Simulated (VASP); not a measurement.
Band structure of SnTe (rock salt). Level of theory: PBE GGA with D3 dispersion (zero damping), VASP's PBE PAW potentials (set 64) (plane waves; VASP).

Unless said otherwise, spin-orbit coupling is left out, though it shifts the bands of the heavy elements here.

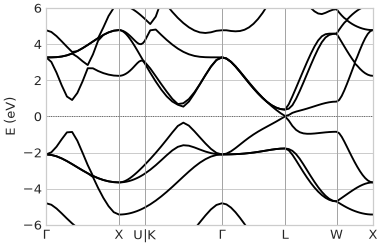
Figure. Bands along high-symmetry lines, zero at the valence-band maximum or, without a gap, the Fermi level

Read the plot: is there a gap, and where are the band edges?

The gap is direct, 0.02 eV, from the valence maximum at L to the conduction minimum at L. (Edges off the drawn lines would not show.)

The compound is SnTe in the rock salt structure, which distorts at low temperature. It was relaxed first.
